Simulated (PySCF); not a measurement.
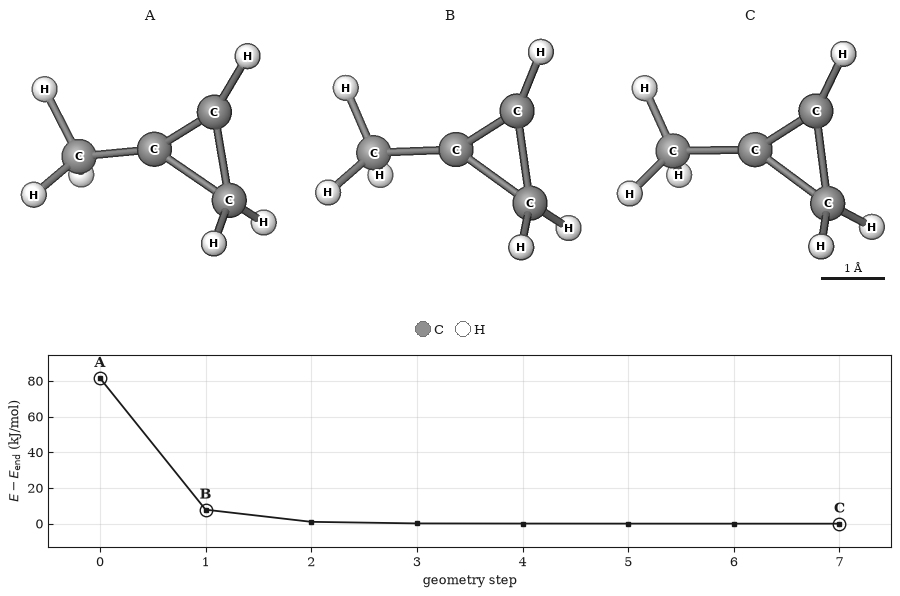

Frames of a relaxation of C₄H₆, marked on the history of the run. The picture is a ball-and-stick view, seen at a tilt.

The start comes from MMFF94s. Its atoms were then displaced at random by about 0.03 Å.

These are results of PySCF 2.14.0, density-fitted response routines, PBE0-D3(BJ)/def2-SVP geometry optimisation, gas phase, not measurements. 

Question: What happens along the run?

Answer: An H atom moves most after the best rigid fit: 0.15 Å. Largest moves by element: H 0.15 Å, C 0.13 Å. Some distances before and after: C–C 1.363 → 1.470 Å, C–H 1.206 → 1.099 Å, C–H 1.014 → 1.104 Å, C–C 1.436 → 1.501 Å. Bond angles that change, for instance: C–C–H 137.2° → 145.2°, C–C–H 112.1° → 119.8°, H–C–H 102.2° → 108.7°. The energy falls by 81.6 kJ/mol in 7 geometry steps. Cost: 15 s on 1 thread of Arm Neoverse V1, with other jobs on the host. From step 0 to 1: H atoms move most (0.13 Å), energy −73.8 kJ/mol. From step 1 to 7: an H atom moves most (0.08 Å), energy −7.85 kJ/mol.
